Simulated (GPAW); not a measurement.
## Core-hole calculation of the Ti K edge in TiSe (Pnma)

Aim: the dependence of the Ti K near-edge features of TiSe (Pnma) on volume.

Program: GPAW 26.7.0. Level of theory: X-ray absorption from dipole matrix elements to empty bands, plane-wave PAW LDA. Results are calculated unless marked as measured.

## Step 1: Set-up

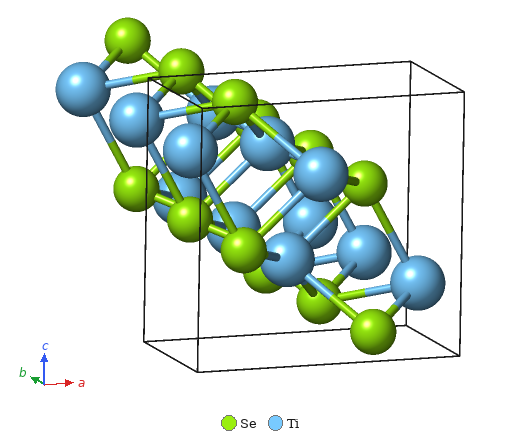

The cell as given, slightly off an axis (selenium green, titanium blue). 1×3×1 cells are drawn.

As a file:

```xyz
8
Lattice="6.4620 0.0000 0.0000 0.0000 3.4940 0.0000 0.0000 0.0000 6.2220" Properties=species:S:1:pos:R:3 pbc="T T T"
Se    5.0404    2.6205    3.6088
Se    4.6526    0.8735    0.4978
Se    1.8094    2.6205    5.7242
Se    1.4216    0.8735    2.6132
Ti    6.3974    2.6205    1.1822
Ti    3.2956    0.8735    4.2932
Ti    3.1664    2.6205    1.9288
Ti    0.0646    0.8735    5.0398
```

## Step 2: The field without a hole

The ground state comes first: it tells whether the system has a gap, which decides how the excited electron is treated.

The input, scf.py:

```python
import numpy as np
from ase import Atoms
from ase.parallel import parprint, paropen
from gpaw import GPAW, PW, FermiDirac, Mixer, MixerDif, setup_paths
from gpaw.test import gen
setup_paths.insert(0, '.')
gen('Ti', name='nch1s', xcname='LDA', corehole=(1, 0, 0), write_xml=True)
from gpaw.mpi import world
world.barrier()

atoms = Atoms('Se4Ti4',
    cell=[[6.462, 0, 0],
     [0, 3.494, 0],
     [0, 0, 6.222]],
    scaled_positions=[[0.78, 0.75, 0.58],
     [0.72, 0.25, 0.08],
     [0.28, 0.75, 0.92],
     [0.22, 0.25, 0.42],
     [0.99, 0.75, 0.19],
     [0.51, 0.25, 0.69],
     [0.49, 0.75, 0.31],
     [0.01, 0.25, 0.81]],
    pbc=True)
atoms.calc = calc = GPAW(legacy_gpaw=True, mode=PW(430), xc='LDA', setups={4: 'nch1s'},
    kpts={'size': (4, 7, 4), 'gamma': True}, occupations=FermiDirac(0.05),
    charge=0, mixer=Mixer(0.1, 5, 50), maxiter=150,
    convergence={'density': 0.0001}, txt='scf.txt')
energy = atoms.get_potential_energy() + calc.get_reference_energy()
ef = calc.get_fermi_level()
out = dict(energy=energy, fermi=ef, forces=atoms.get_forces().tolist())
parprint(f'all-electron energy {energy:.4f} eV, Fermi level {ef:.4f} eV')
ev = np.array([[calc.get_eigenvalues(k, s) for k in range(len(calc.get_ibz_k_points()))] for s in range(calc.get_number_of_spins())])
out['homo'], out['lumo'], out['counts'] = ev[ev < ef].max(), ev[ev > ef].min(), sorted(set((ev < ef).sum((0, 2)).tolist()))
out['filled'] = (ev[:, 0] < ef).sum(1).tolist()
import json
with paropen('out.json', 'w') as f:
    json.dump(out, f)
```

Command:

```console
OMP_NUM_THREADS=1 mpirun -n 2 gpaw python scf.py
```

Numbers of over 12 decimals in the logs are rounded to 6 here.

The log of the run:

```text
Input parameters:
  convergence: {density: 0.0001}
  kpts: {gamma: True,
         size: (4, 7, 4)}
  maxiter: 150
  mixer: {backend: pulay,
          beta: 0.1,
          method: separate,
          nmaxold: 5,
          weight: 50}
  mode: {ecut: 430.0,
         name: pw}
  occupations: {fixmagmom: False,
                name: fermi-dirac,
                width: 0.05}
  setups: {4: nch1s}

Initialize ...

[... PAW data sets ...]

Reference energy: -356764.490793  # eV

Spin-paired calculation

[... convergence settings ...]
Symmetries present (total): 1
  [... symmetry matrices ...]

112 k-points: 4 x 7 x 4 Monkhorst-Pack grid + [1/8,0.000000,1/8]
58 k-points in the irreducible part of the Brillouin zone
       k-points in crystal coordinates                weights
   0:     0.00000000    0.00000000    0.00000000          1/112
   1:     0.00000000    0.00000000    0.25000000          2/112
   2:     0.00000000    0.00000000    0.50000000          1/112
   3:     0.00000000    0.14285714   -0.25000000          2/112
   4:     0.00000000    0.14285714    0.00000000          2/112
   5:     0.00000000    0.14285714    0.25000000          2/112
   6:     0.00000000    0.14285714    0.50000000          2/112
   7:     0.00000000    0.28571429   -0.25000000          2/112
   8:     0.00000000    0.28571429    0.00000000          2/112
   9:     0.00000000    0.28571429    0.25000000          2/112
          ...
  57:     0.50000000    0.42857143    0.50000000          2/112

Wave functions: Plane wave expansion
  Cutoff energy: 430.000 eV
  Number of coefficients (min, max): 2810, 2872
  Pulay-stress correction: 0.000000 eV/Ang^3 (de/decut=0.000000)
  Using FFTW library
  Wavefunction extrapolation:
    Improved wavefunction reuse through dual PAW basis

Occupation numbers: Fermi-Dirac:
  width: 0.0500  # eV

Eigensolver
   Davidson(niter=2)

Densities:
  Coarse grid: 32*18*30 grid
  Fine grid: 64*36*60 grid
  Total Charge: 0.000000

Density mixing:
  Method: separate
  Backend: pulay
  Linear mixing parameter: 0.1
  old densities: 5
  Width of damping distribution: 1.1
  Damping of long wavelength oscillations: 50

[... Hamiltonian set-up ...]
Number of atoms: 8
Number of atomic orbitals: 68
Number of bands in calculation: 48
Number of valence electrons: 72
Bands to converge: occupied

... initialized

Initializing position-dependent things.

Density initialized from atomic densities
Creating initial wave functions:
  48 bands from LCAO basis set

Positions:
   0 Se     5.040360    2.620500    3.608760    ( 0.0000,  0.0000,  0.0000)
   1 Se     4.652640    0.873500    0.497760    ( 0.0000,  0.0000,  0.0000)
   2 Se     1.809360    2.620500    5.724240    ( 0.0000,  0.0000,  0.0000)
   3 Se     1.421640    0.873500    2.613240    ( 0.0000,  0.0000,  0.0000)
   4 Ti     6.397380    2.620500    1.182180    ( 0.0000,  0.0000,  0.0000)
   5 Ti     3.295620    0.873500    4.293180    ( 0.0000,  0.0000,  0.0000)
   6 Ti     3.166380    2.620500    1.928820    ( 0.0000,  0.0000,  0.0000)
   7 Ti     0.064620    0.873500    5.039820    ( 0.0000,  0.0000,  0.0000)

Unit cell:
           periodic     x           y           z      points  spacing
  1. axis:    yes    6.462000    0.000000    0.000000    32     0.2019
  2. axis:    yes    0.000000    3.494000    0.000000    18     0.1941
  3. axis:    yes    0.000000    0.000000    6.222000    30     0.2074

  Lengths:   6.462000   3.494000   6.222000
  Angles:   90.000000  90.000000  90.000000

Effective grid spacing dv^(1/3) = 0.2011

iter:   1   -56.670285
iter:   2   -56.562562   -1.03  -1.36
iter:   3   -56.182569   -1.57  -1.41
iter:   4   -56.125610   -1.48  -1.61
iter:   5   -56.107207   -2.39  -1.90
iter:   6   -56.105004c  -3.28  -2.65
iter:   7   -56.105245c  -2.89  -2.73
iter:   8   -56.102957c  -4.06  -2.92
iter:   9   -56.104164c  -3.15  -2.98
iter:  10   -56.102830c  -3.67  -3.00
iter:  11   -56.102806c  -4.53  -3.53
iter:  12   -56.102629c  -4.95  -3.49
iter:  13   -56.102619c  -4.90  -3.58
iter:  14   -56.102616c  -6.03  -3.60
iter:  15   -56.102634c  -5.34  -3.68
iter:  16   -56.102620c  -5.00  -3.93
iter:  17   -56.102615c  -6.46  -3.83
iter:  18   -56.102614c  -5.73  -4.00c
iter:  19   -56.102616c  -6.32  -4.41c
iter:  20   -56.102612c  -6.87  -4.53c
iter:  21   -56.102612c  -7.39  -4.56c
iter:  22   -56.102612c  -7.46c -4.66c

Converged after 22 iterations.

Dipole moment: (0.000000, 0.000003, -0.000006) |e|*Ang

Energy contributions relative to reference atoms: (reference = -356764.490793)

Kinetic:        +58.848883
Potential:      -53.758631
External:        +0.000000
XC:             -60.730399
Entropy (-ST):   -0.037066
Local:           -0.443932
SIC:             +0.000000
--------------------------
Free energy:    -56.121146
Extrapolated:   -56.102612

Showing only first 2 kpts
 Kpt  Band  Eigenvalues  Occupancy
  0    34      8.97743    1.99932
  0    35      9.05418    1.99685
  0    36      9.41175    0.66343
  0    37      9.81553    0.00031

  1    34      9.03245    1.99796
  1    35      9.13457    1.98436
  1    36      9.63213    0.01202
  1    37      9.71000    0.00255

Fermi level: 9.37673

No gap
No difference between direct/indirect transitions

Forces in eV/Ang:
  0 Se    0.21789    0.00000   -0.00092
  1 Se   -0.21798    0.00000   -0.00096
  2 Se    0.21798   -0.00000    0.00094
  3 Se   -0.21790   -0.00000    0.00093
  4 Ti    0.24040    0.00000    0.33362
  5 Ti   -0.24041   -0.00000    0.33366
  6 Ti    0.24041   -0.00000   -0.33364
  7 Ti   -0.24040    0.00000   -0.33365
Scalar-relativistic atomic LDA calculation for Ti (Titanium, Z=22)
Core hole in 1s state (1s occupation: 2.0)
600 radial gridpoints.
|------------------------------------------------|
|------------------------------------------------|
[... the atom generator's iteration count ...]

Energy contributions:
-------------------------
Kinetic:     +858.169401
XC:           -40.035523
Potential:  -1669.760805
-------------------------
Total:       -851.626927

state      eigenvalue         ekin         rmax
-----------------------------------------------
1s^2.0 :  -178.412898   235.142209        0.046
2s^2.0 :   -19.674824    40.676506        0.270
2p^6.0 :   -16.315972    39.591103        0.219
3s^2.0 :    -2.287902     8.427789        0.869
3p^6.0 :    -1.425558     7.161594        0.900
3d^2.0 :    -0.164024     3.704740        0.977
4s^2.0 :    -0.168799     0.875365        2.882
4p^0.0 :    -0.056429     0.465286        3.811
-----------------------------------------------
(units: Bohr and Hartree)

Generating PAW setup
Kinetic energy of the core from tauc = 793.509929
Cutoffs:
rc(s)=2.400
rc(p)=2.000
rc(d)=2.000
rc(vbar)=1.800
rc(comp)=2.300
rc(nct)=2.400

Kinetic energy of the core states: 789.184048
Charge: 0.0
Core electrons: 10.0
Valence electrons: 12.0
Pseudo-core charge: 0.000001
Shape function alpha=1.890
Pseudo-electron charge 6.382666
state    eigenvalue         norm
--------------------------------
3s(2) :    -2.287902     0.302066
4s(2) :    -0.168799     0.990650
3p(6) :    -1.425558     0.436626
4p(0) :    -0.056429     0.981035
3d(2) :    -0.164024     0.588737
*d    :     0.835976
--------------------------------

Diagonalizing with gridspacing h=0.050

state   all-electron     PAW
-------------------------------
3s:      -2.287902    -2.288205
3p:      -1.425558    -1.426242
3d:      -0.164024    -0.164519
*f:                    0.065395
-------------------------------
all-electron energy -356820.5934 eV, Fermi level 9.3767 eV
```

The job ended after 2 min (2 MPI ranks of Arm Neoverse V1, shared host; peak memory 0.32 GiB).

The mesh shows no gap, so the system is treated as a metal and the core electron is put at the Fermi level (neutral cell).

## Step 3: Reference energy of the supercell

The photon energy needs a difference of total energies, so the cell and mesh of the coming hole run are first run without a hole.

Edit scf.py of step 2 so:

```diff
@@ -10,17 +10,25 @@
 
-atoms = Atoms('Se4Ti4',
-    cell=[[6.462, 0, 0],
-     [0, 3.494, 0],
-     [0, 0, 6.222]],
-    scaled_positions=[[0.78, 0.75, 0.58],
-     [0.72, 0.25, 0.08],
-     [0.28, 0.75, 0.92],
-     [0.22, 0.25, 0.42],
-     [0.99, 0.75, 0.19],
-     [0.51, 0.25, 0.69],
-     [0.49, 0.75, 0.31],
-     [0.01, 0.25, 0.81]],
+atoms = Atoms('Se8Ti8',
+    cell=[[0, 6.988, 0],
+     [0, -3.494, -6.222],
+     [-6.462, 3.494, 0]],
+    scaled_positions=[[0.475, 0.42, 0.22],
+     [0.975, 0.42, 0.22],
+     [0.445, 0.92, 0.28],
+     [0.945, 0.92, 0.28],
+     [0.055, 0.08, 0.72],
+     [0.555, 0.08, 0.72],
+     [0.025, 0.58, 0.78],
+     [0.525, 0.58, 0.78],
+     [0.775, 0.81, 0.01],
+     [0.275, 0.81, 0.01],
+     [0.035, 0.31, 0.49],
+     [0.535, 0.31, 0.49],
+     [0.465, 0.69, 0.51],
+     [0.965, 0.69, 0.51],
+     [0.725, 0.19, 0.99],
+     [0.225, 0.19, 0.99]],
     pbc=True)
-atoms.calc = calc = GPAW(legacy_gpaw=True, mode=PW(430), xc='LDA', setups={4: 'nch1s'},
-    kpts={'size': (4, 7, 4), 'gamma': True}, occupations=FermiDirac(0.05),
+atoms.calc = calc = GPAW(legacy_gpaw=True, mode=PW(430), xc='LDA', setups={8: 'nch1s'},
+    kpts={'size': (3, 3, 3), 'gamma': True}, occupations=FermiDirac(0.1),
     charge=0, mixer=Mixer(0.1, 5, 50), maxiter=150,
```

The log of the run:

```text
Input parameters:
  convergence: {density: 0.0001}
  kpts: {gamma: True,
         size: (3, 3, 3)}
  maxiter: 150
  mixer: {backend: pulay,
          beta: 0.1,
          method: separate,
          nmaxold: 5,
          weight: 50}
  mode: {ecut: 430.0,
         name: pw}
  occupations: {fixmagmom: False,
                name: fermi-dirac,
                width: 0.1}
  setups: {8: nch1s}

Initialize ...

[...]
4s(2) :    -0.168799     0.990650
3p(6) :    -1.425558     0.436626
4p(0) :    -0.056429     0.981035
3d(2) :    -0.164024     0.588737
*d    :     0.835976
--------------------------------

Diagonalizing with gridspacing h=0.050

state   all-electron     PAW
-------------------------------
3s:      -2.287902    -2.288205
3p:      -1.425558    -1.426242
3d:      -0.164024    -0.164519
*f:                    0.065395
-------------------------------
all-electron energy -713641.2156 eV, Fermi level 9.3604 eV
[key lines of the parts left out:]
Converged after 25 iterations.
Dipole moment: (-0.000000, 0.000000, 0.000000) |e|*Ang
Free energy:   -112.384482
Fermi level: 9.36040
```

Run time: 3.5 min. Hardware: 2 MPI ranks; peak memory 0.4 GiB; 7 min of CPU time.

Reference energy: -713641.216 eV with the cores included.

(Part 1 of 3 ends here.)

[Banner, clock and machine lines of the logs are left out without a mark of their own.]

[Logs are printed without paths, hosts, clocks, repeated set-up lines and the standing remarks that a program may print on its own settings, such as how far it seeks lower states.]

[Hosts, paths, dates, database ids (printed as entryN), source tags and the programs' standing remarks are cut or masked in the printed files.]

[Lists of maxima count a maximum above −3 eV only where it reaches 4 % of the highest in the window and stands out from its surroundings by 2 % of it (1.5 % where it reaches 55 %); shoulders and weaker maxima are passed over, and of the rest the first, up to two pre-edge ones and the few strongest are named.]
